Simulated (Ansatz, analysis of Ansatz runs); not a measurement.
# Can an added hole hop between V atoms in VPO4 (Cmcm)?, part 2 of 3

Aim: the energy barrier that a trapped hole meets when it moves from one V atom to another one nearby in VPO4 (Cmcm). The model is a cell of 96 host atoms.

Ansatz 0.2.0; plane-wave PAW DFT, PBEsol+U; relaxation of all atoms of a supercell at fixed charge in a uniform background; PAW set soft_1.

So far. Step 2 (The cell without the carrier): The largest displacement from an ideal site is 0.003 Å.

### Step 3. The hole on the first site

The nearest neighbour or neighbours of the site start displaced and the site's starting moment is changed by the carrier's spin, since a carrier doesn't trap itself in the undistorted lattice.

File A.relax/input.yaml:

```yaml
crystal:
  lattice:
    - [-5.23155868, 7.80375834, 6.35985605]
    - [5.23155868, -7.80375834, 6.35985605]
    - [5.23155868, 7.80375834, -6.35985605]
  atoms:
    - { symbol: V, position: [-7.1e-05, 0.250128, 0.750081], spin: 2.0 }
    - { symbol: V, position: [-5.4e-05, 0.750099, 0.250086], spin: 2.0 }
    - { symbol: V, position: [0.249905, 0.000135, 0.750096], spin: 2.0 }
    - { symbol: V, position: [0.249927, 0.500146, 0.250098], spin: 2.0 }
    - { symbol: V, position: [0.499895, 0.250165, 0.250102], spin: 2.0 }
    - { symbol: V, position: [0.499915, 0.750172, 0.750129], spin: 1.0 }
[... 3 atom lines left out ...]
    - { symbol: V, position: [-0.000109, 0.750103, 0.75008], spin: 2.0 }
[... 1 atom line left out ...]
    - { symbol: V, position: [0.24993, 0.500074, 0.750037], spin: 2.0 }
    - { symbol: V, position: [0.499913, 0.250153, 0.750097], spin: 2.0 }
[... 1 atom line left out ...]
    - { symbol: V, position: [0.749915, 0.000198, 0.750147], spin: 2.0 }
[... 2 atom lines left out ...]
    - { symbol: P, position: [0.050179, 0.625094, 0.425351] }
    - { symbol: P, position: [0.300206, 0.37514, 0.425333] }
    - { symbol: P, position: [0.300112, 0.875065, 0.925317] }
[... 2 atom lines left out ...]
    - { symbol: P, position: [0.800161, 0.375142, 0.925349] }
[... 3 atom lines left out ...]
    - { symbol: P, position: [0.449686, 0.375169, 0.074831] }
    - { symbol: P, position: [0.449652, 0.875145, 0.574857] }
    - { symbol: P, position: [0.699643, 0.125167, 0.074911] }
[... 1 atom line left out ...]
    - { symbol: P, position: [0.949643, 0.375121, 0.574841] }
[... 1 atom line left out ...]
    - { symbol: O, position: [0.108345, 0.002508, 0.860933] }
    - { symbol: O, position: [0.108371, 0.502501, 0.360978] }
[... 1 atom line left out ...]
    - { symbol: O, position: [0.365123, 0.752359, 0.855681] }
[... 6 atom lines left out ...]
    - { symbol: O, position: [0.391462, 0.252651, 0.894069] }
    - { symbol: O, position: [0.391441, 0.752611, 0.394092] }
    - { symbol: O, position: [0.634591, -0.009468, 0.887197] }
[... 6 atom lines left out ...]
    - { symbol: O, position: [0.391461, 0.997726, 0.639269] }
    - { symbol: O, position: [0.641439, 0.247746, 0.139299] }
    - { symbol: O, position: [0.634701, 0.74798, 0.644563] }
[... 3 atom lines left out ...]
    - { symbol: O, position: [0.108386, 0.747648, 0.606101] }
    - { symbol: O, position: [0.365246, 0.509799, 0.613057] }
    - { symbol: O, position: [0.358309, 0.997632, 0.106083] }
[... 5 atom lines left out ...]
    - { symbol: O, position: [0.097977, 0.725778, 0.372345] }
    - { symbol: O, position: [0.347985, 0.475871, 0.37238] }
    - { symbol: O, position: [0.347893, 0.975819, 0.872383] }
[... 1 atom line left out ...]
    - { symbol: O, position: [0.592873, 0.72721, 0.866127] }
[... 2 atom lines left out ...]
    - { symbol: O, position: [0.15189, 0.02433, 0.627697] }
[... 1 atom line left out ...]
    - { symbol: O, position: [0.401891, 0.274355, 0.127699] }
    - { symbol: O, position: [0.406957, 0.773128, 0.634126] }
    - { symbol: O, position: [0.651883, 0.024475, 0.127903] }
[... 3 atom lines left out ...]
    - { symbol: O, position: [0.146518, 0.274419, 0.372406] }
    - { symbol: O, position: [0.146425, 0.774314, 0.872343] }
[... 1 atom line left out ...]
    - { symbol: O, position: [0.396502, 0.524416, 0.872419] }
    - { symbol: O, position: [0.646475, 0.274429, 0.872414] }
[... 3 atom lines left out ...]
    - { symbol: O, position: [0.103335, 0.475821, 0.627773] }
[... 1 atom line left out ...]
    - { symbol: O, position: [0.353357, 0.225826, 0.627729] }
[... 1 atom line left out ...]
    - { symbol: O, position: [0.603374, 0.47591, 0.127797] }
    - { symbol: O, position: [0.603338, 0.975891, 0.627797] }
    - { symbol: O, position: [0.853327, 0.225846, 0.127789] }
    - { symbol: O, position: [0.853365, 0.725918, 0.627833] }
total_charge: 1
basis:
  ecutwfc: 420
  xc_grid: 2
hamiltonian:
  xc: pbesol
  hubbard:
    sites: [{ species: V, l: d, u_eff: 4.0 }]
    projectors: ortho-atomic
  pseudopotentials: { kind: paw, azcp: { folder: soft_1 }, xc_functional: pbe }
kpoints:
  mp_grid: { grid: [1, 1, 1] }
magnetization:
  spin_polarized: true
  initial_magnetization: 31
  spin_locking: { lock_magnetization: hard }
scf:
  occupations: { method: fermi_dirac, width: 0.01 }
  max_iter: 120
  lower_state_search: "off"
output:
  forces: true
relax:
  f_tol: 0.015
  max_steps: 70
  escape_saddle: false
checkpoint:
  write: "../A.relax.run"
  compress: false
  write_wavefunctions: true
  write_every: 100000
```

On the command line:

```sh
$ ansatz run input.yaml --threads 8 --pin off --max-ram 18841MiB --backend cpu --events-out ev --progress --plain --runs-dir out
```

Numbers of over 12 decimals in the logs are rounded to 6 here.

The program printed:

```text
[...]
Crystal: 96 atoms, lattice volume = 1038.585 Å³
Basis set: ecut = 420 eV, 20271 PW (Γ), exchange–correlation on 160×160×160 points (8 copies of the dense FFT grid, shifted against one another)
Bands: 447, of which v1, the nominal top of the filled ones, is band 336 counted from 1 (335 counted from 0)
Symmetry: 1 space group operations
[...]
k-points: 1
[...]
Starting moments: Σ|m| = 31 μB on 16 of 96 sites
[...]
SCF iter   1: F=—  HF=-93953.964404 eV  |F-HF|=—  |Δ(HF+E_count)|=         —  Δρ=8.96e-2 (↑8.96e-2 ↓5.46e-2)  dr2=2.91e2  dr2_m=1.00e1  M=31.000 μB ∫|m|=48.825 μB  β_m=0.30  ethr=3.10e-3  ⟨swp⟩=6.0  Hψ=3733  notcnv=0  defer=55
[...]
spin=Collinear: Kerker preconditioning applied to the charge; magnetization (m = ρ↑ − ρ↓) channel mixes plain (no charge-response kernel on spin).
SCF iter   2: F=—  HF=-93928.173753 eV  |F-HF|=—  |Δ(HF+E_count)|=    2.58e1  Δρ=4.84e-2 (↑4.84e-2 ↓3.73e-2)  dr2=8.58e1  dr2_m=3.97e0  M=31.000 μB ∫|m|=42.229 μB  β_m=0.38  ethr=3.10e-3  ⟨swp⟩=3.5  Hψ=1799  notcnv=0  defer=171
[...]
SCF iter  21: F=-93927.216092 eV  HF=-93927.216093 eV  |F-HF|=1.20e-6  |Δ(HF+E_count)|=   8.55e-6  Δρ=1.39e-5 (↑1.39e-5 ↓8.82e-6)  dr2=2.85e-6  dr2_m=3.47e-7  M=31.000 μB ∫|m|=33.841 μB  ethr=8.38e-10  ⟨swp⟩=3.0  Hψ=2787  notcnv=0
SCF 1 converged in 21 iterations: F = -93927.216092 eV  dr2 = 2.85e-6
[...]
relax step   1: F+E_penalty+E_count = -93927.21609219 eV  Δ(F+E_penalty+E_count) = +0.000e0 eV  max|allowed force component| = 1.286e0 eV/Å  Δτ_max = 0.0000 Å  (21 SCF iters, dr2 threshold 5.63e-6 eV, accepted)
[...]
relax step   2: F+E_penalty+E_count = -93927.45367170 eV  Δ(F+E_penalty+E_count) = -2.376e-1 eV  max|allowed force component| = 7.488e-1 eV/Å  Δτ_max = 0.0212 Å  (5 SCF iters, dr2 threshold 1.00e-4 eV, accepted)
relax step   3: F+E_penalty+E_count = -93927.49638857 eV  Δ(F+E_penalty+E_count) = -4.272e-2 eV  max|allowed force component| = 3.408e-1 eV/Å  Δτ_max = 0.0496 Å  (12 SCF iters, dr2 threshold 3.50e-5 eV, accepted)
relax step   4: F+E_penalty+E_count = -93927.56403555 eV  Δ(F+E_penalty+E_count) = -6.765e-2 eV  max|allowed force component| = 1.135e-1 eV/Å  Δτ_max = 0.0369 Å  (6 SCF iters, dr2 threshold 2.41e-5 eV, accepted)
relax step   5: F+E_penalty+E_count = -93927.56713835 eV  Δ(F+E_penalty+E_count) = -3.103e-3 eV  max|allowed force component| = 7.164e-2 eV/Å  Δτ_max = 0.0053 Å  (9 SCF iters, dr2 threshold 1.43e-6 eV, accepted)
relax step   6: F+E_penalty+E_count = -93927.56375600 eV  Δ(F+E_penalty+E_count) = +3.382e-3 eV  max|allowed force component| = 1.146e-1 eV/Å  Δτ_max = 0.0097 Å  (15 SCF iters, dr2 threshold 5.69e-7 eV, rejected (line search))
relax step   7: F+E_penalty+E_count = -93927.56832038 eV  Δ(F+E_penalty+E_count) = -1.182e-3 eV  max|allowed force component| = 2.068e-2 eV/Å  Δτ_max = 0.0047 Å  (17 SCF iters, accepted)
SCF iter   1: F=—  HF=-93927.567384 eV  |F-HF|=—  |Δ(HF+E_count)|=         —  Δρ=9.37e-5 (↑9.37e-5 ↓6.34e-5)  dr2=1.04e-4  dr2_m=1.73e-5  M=31.000 μB ∫|m|=33.914 μB  β_m=0.30  ethr=2.30e-7  ⟨swp⟩=4.0  Hψ=2087  notcnv=0  defer=178
[...]
SCF iter  11: F=-93927.568489 eV  HF=-93927.568489 eV  |F-HF|=5.15e-8  |Δ(HF+E_count)|=   6.28e-7  Δρ=2.62e-6 (↑2.62e-6 ↓8.61e-7)  dr2=4.05e-8  dr2_m=1.52e-8  M=31.000 μB ∫|m|=33.913 μB  ethr=9.97e-12  ⟨swp⟩=4.5  Hψ=2449  notcnv=0
SCF 8 converged in 11 iterations: F = -93927.568489 eV  dr2 = 4.05e-8
relax step   8: F+E_penalty+E_count = -93927.56848936 eV  Δ(F+E_penalty+E_count) = -1.690e-4 eV  max|allowed force component| = 7.149e-3 eV/Å  Δτ_max = 0.0019 Å  (11 SCF iters, accepted)
NSCF: frozen V_eff on 1 k-points
[...]
SCF converged after 11 iterations
Stability checked in part: among states of this total moment the steps that led to this state did not find it unstable. No probe was made; neither looks for a lower state of another moment (fixed_total_moment; see scf.lower_state_search)
Magnetization: 31.0000 μB (351.0000 up, 320.0000 down)
Absolute magnetization: 33.9524 μB (∫|ρ↑−ρ↓|, with the PAW one-centre terms)
[...]
Per-site moments (μB) at R_I (Å): [(1.532408, 0.798253), (1.531030, 0.797107), (1.525218, 0.794789), [... 93 left out ...]
Free energy (F): -93927.568489 eV
[...]
Internal energy: -93927.568489 eV  (E = F + TS)
E sigma→0 (E₀):  -93927.568489 eV
Fermi energy:    7.519801 (↑ 7.519801, ↓ 7.682762) eV
[...]
--- Forces (eV/Å), atoms counted from 1 ---
  atom   1  V      0.00024444    -0.00003119    -0.00001225
  atom   2  V     -0.00002613    -0.00006290    -0.00000833
  atom   3  V      0.00327150     0.00048657     0.00011018
  [... 2 atoms left out ...]
  atom   6  V      0.00032037     0.00001871    -0.00011268
  [... 13 atoms left out ...]
  atom  20  P      0.00031634     0.00314188    -0.00534855
  [... 7 atoms left out ...]
  atom  28  P      0.00000683    -0.00284700    -0.00397625
  [... 7 atoms left out ...]
  atom  36  O      0.00207802    -0.00152548     0.00172456
  [... 8 atoms left out ...]
  atom  45  O      0.00198482     0.00158267    -0.00170839
  [... 6 atoms left out ...]
  atom  52  O     -0.00296569    -0.00326461     0.00116632
  [... 5 atoms left out ...]
  atom  58  O     -0.00135804    -0.00122440    -0.00129549
  [... 9 atoms left out ...]
  atom  68  O      0.00032175    -0.00036844     0.00163490
  [... 7 atoms left out ...]
  atom  76  O      0.00001219     0.00336863     0.00693219
  [... 20 atoms left out ...]
  max |Σ_I F_I| component: 7.57e-5 eV/Å
--- Band table (eV) ---
[...]
Occupation matrices written to <dir>
--- Relaxed structure (8 steps of the walk, 7 accepted, 0 SCFs on fresh bases) ---
  F+E_penalty+E_count = -93927.56848936 eV   max|allowed force component| = 7.149e-3 eV/Å
  atoms:
    - { symbol: V, position: [-7.916536825469667e-5, 0.250131, 0.750090] }
    - { symbol: V, position: [-7.925287706103679e-5, 0.750133, 0.250092] }
    - { symbol: V, position: [0.248120, 0.000820, 0.749820] }
    [... 2 atoms left out ...]
    - { symbol: V, position: [0.499921, 0.750136, 0.750094] }
    [... 13 atoms left out ...]
    - { symbol: P, position: [0.301518, 0.877266, 0.924705] }
    [... 7 atoms left out ...]
    - { symbol: P, position: [0.451774, 0.876840, 0.575246] }
    [... 7 atoms left out ...]
    - { symbol: O, position: [0.361745, 0.754144, 0.856937] }
    [... 8 atoms left out ...]
    - { symbol: O, position: [0.638087, -0.004840, 0.892286] }
    [... 6 atoms left out ...]
    - { symbol: O, position: [0.391120, 0.995058, 0.640233] }
    [... 5 atoms left out ...]
    - { symbol: O, position: [0.108466, 0.748051, 0.606123] }
    [... 9 atoms left out ...]
    - { symbol: O, position: [0.348800, 0.976265, 0.870314] }
    [... 7 atoms left out ...]
    - { symbol: O, position: [0.411961, 0.777762, 0.634507] }
    [... 20 atoms left out ...]
```

Run time: 3.2 min. Hardware: 8 threads of Arm Neoverse V1, shared host; peak memory 3 GiB.

Relaxation path:

| step | energy less that of the first step (eV) | largest force component (eV/Å) |
| --- | --- | --- |
| 1 | 0.0000 | 1.2857 |
| 2 | -0.2376 | 0.7488 |
| 3 | -0.2803 | 0.3408 |
| 4 | -0.3479 | 0.1135 |
| 5 | -0.3510 | 0.0716 |
| 6 | -0.3477 | 0.1146 |
| 7 | -0.3522 | 0.0207 |
| 8 | -0.3524 | 0.0071 |

Relaxation step 6 was tried and not accepted.

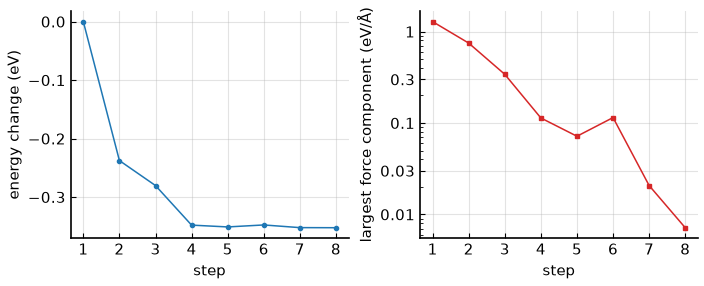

Energy and largest force along the relaxation.

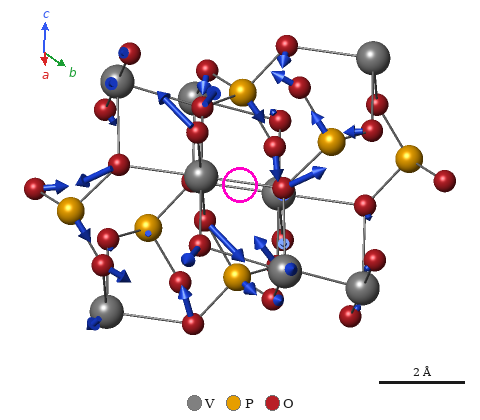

Displacements in the relaxation near the centre, exaggerated; the longest in the cell stands for 0.06 Å. A ring marks the centre wherever it is empty.

The atoms that moved most (Å):

| atom | dx | dy | dz | length |
| --- | --- | --- | --- | --- |
| O76 | 0.000 | 0.006 | 0.059 | 0.059 |
| O70 | -0.001 | -0.006 | -0.059 | 0.059 |
| O54 | -0.034 | 0.031 | 0.018 | 0.049 |
| O59 | -0.033 | -0.031 | -0.019 | 0.049 |
| O36 | 0.034 | -0.030 | -0.018 | 0.049 |
| O45 | 0.033 | 0.031 | 0.019 | 0.049 |
| O44 | 0.006 | 0.026 | -0.026 | 0.037 |
| O62 | -0.007 | -0.026 | 0.025 | 0.037 |

The moves above count from the input, in which the site's nearest neighbours were already displaced; the distances below compare with the cell without the carrier.

Distances from V6 without and with the hole:

| atom | without (Å) | with (Å) |
| --- | --- | --- |
| O70 | 1.93 | 1.84 |
| O76 | 1.93 | 1.84 |
| O54 | 2.09 | 2.03 |
| O36 | 2.09 | 2.03 |
| O59 | 2.09 | 2.03 |
| O45 | 2.09 | 2.03 |

The largest changes of the moments are -0.63 μB on V6, -0.03 μB on O70 and -0.03 μB on O76. The largest part sits on the chosen site.

### Step 4. The hole on the second site

The same start is made on the second site, to get the end of the hop.

File B.relax/input.yaml:

```yaml
crystal:
  lattice:
    - [-5.23155868, 7.80375834, 6.35985605]
    - [5.23155868, -7.80375834, 6.35985605]
    - [5.23155868, 7.80375834, -6.35985605]
  atoms:
    - { symbol: V, position: [-7.1e-05, 0.250128, 0.750081], spin: 2.0 }
    - { symbol: V, position: [-5.4e-05, 0.750099, 0.250086], spin: 2.0 }
[... 17 atom lines left out ...]
    - { symbol: P, position: [0.300112, 0.875065, 0.925317] }
[... 7 atom lines left out ...]
    - { symbol: P, position: [0.449652, 0.875145, 0.574857] }
[... 7 atom lines left out ...]
    - { symbol: O, position: [0.358316, 0.752501, 0.860965] }
[... 15 atom lines left out ...]
    - { symbol: O, position: [0.384654, 0.997868, 0.644553] }
[... 15 atom lines left out ...]
    - { symbol: O, position: [0.342808, 0.977076, 0.86604] }
[... 7 atom lines left out ...]
    - { symbol: O, position: [0.401872, 0.774386, 0.627783] }
[... 19 atom lines left out ...]
    - { symbol: O, position: [0.853365, 0.725918, 0.627833] }
total_charge: 1
basis:
  ecutwfc: 420
  xc_grid: 2
hamiltonian:
  xc: pbesol
  hubbard:
    sites: [{ species: V, l: d, u_eff: 4.0 }]
    projectors: ortho-atomic
  pseudopotentials: { kind: paw, azcp: { folder: soft_1 }, xc_functional: pbe }
kpoints:
  mp_grid: { grid: [1, 1, 1] }
magnetization:
  spin_polarized: true
  initial_magnetization: 31
  spin_locking: { lock_magnetization: hard }
scf:
  occupations: { method: fermi_dirac, width: 0.01 }
  max_iter: 120
  lower_state_search: "off"
output:
  forces: true
relax:
  f_tol: 0.015
  max_steps: 70
  escape_saddle: false
checkpoint:
  write: "../B.relax.run"
  compress: false
  write_wavefunctions: true
  write_every: 100000
```

The program printed:

```text
[...]
Crystal: 96 atoms, lattice volume = 1038.585 Å³
Basis set: ecut = 420 eV, 20271 PW (Γ), exchange–correlation on 160×160×160 points (8 copies of the dense FFT grid, shifted against one another)
Bands: 447, of which v1, the nominal top of the filled ones, is band 336 counted from 1 (335 counted from 0)
Symmetry: 1 space group operations
[...]
k-points: 1
[...]
Starting moments: Σ|m| = 31 μB on 16 of 96 sites
[...]
SCF iter   1: F=—  HF=-93953.964988 eV  |F-HF|=—  |Δ(HF+E_count)|=         —  Δρ=8.96e-2 (↑8.96e-2 ↓5.46e-2)  dr2=2.91e2  dr2_m=1.00e1  M=31.000 μB ∫|m|=48.825 μB  β_m=0.30  ethr=3.10e-3  ⟨swp⟩=6.0  Hψ=3734  notcnv=0  defer=58
[...]
F+E_penalty+E_count = -93927.56848779 eV   max|allowed force component| = 5.716e-3 eV/Å
  atoms:
    - { symbol: V, position: [-0.001863, 0.250860, 0.749859] }
    - { symbol: V, position: [-0.001864, 0.748582, 0.247581] }
    - { symbol: V, position: [0.249921, 0.000136, 0.750093] }
[...]
- { symbol: V, position: [0.501705, 0.749410, 0.750328] }
[...]
- { symbol: P, position: [0.298081, 0.873436, 0.924951] }
[...]
- { symbol: P, position: [0.448311, 0.872995, 0.575474] }
[...]
- { symbol: O, position: [0.358740, 0.755222, 0.859980] }
[...]
- { symbol: O, position: [0.641354, 0.002205, 0.894063] }
[...]
- { symbol: O, position: [0.388076, 0.996102, 0.643227] }
    [... 5 atoms left out ...]
    - { symbol: O, position: [0.111766, 0.755111, 0.607905] }
    [... 9 atoms left out ...]
    - { symbol: O, position: [0.337863, 0.972491, 0.865677] }
    [... 7 atoms left out ...]
    - { symbol: O, position: [0.401022, 0.774000, 0.629871] }
    [... 20 atoms left out ...]
[key lines of the parts left out:]
SCF converged after 15 iterations
Magnetization: 31.0000 μB (351.0000 up, 320.0000 down)
Free energy (F): -93927.568488 eV
Fermi energy:    7.519547 (↑ 7.519547, ↓ 7.682704) eV
```

It took 2.7 min on 8 threads; peak memory 3 GiB.

Distances from V3 without and with the hole:

| atom | without (Å) | with (Å) |
| --- | --- | --- |
| O68 | 1.93 | 1.84 |
| O73 | 1.93 | 1.84 |
| O52 | 2.09 | 2.03 |
| O43 | 2.09 | 2.03 |
| O33 | 2.09 | 2.03 |
| O58 | 2.09 | 2.03 |

The largest changes of the moments are -0.63 μB on V3, -0.03 μB on O68 and -0.03 μB on O73. The largest part sits on the chosen site.

(Part 2 of 3 ends here.)

[Logs are printed without paths, hosts, clocks, repeated set-up lines and the standing remarks that a program may print on its own settings, such as how far it seeks lower states.]

[Hosts, paths, dates, database ids (printed as entryN), source tags and the programs' standing remarks are cut or masked in the printed files.]
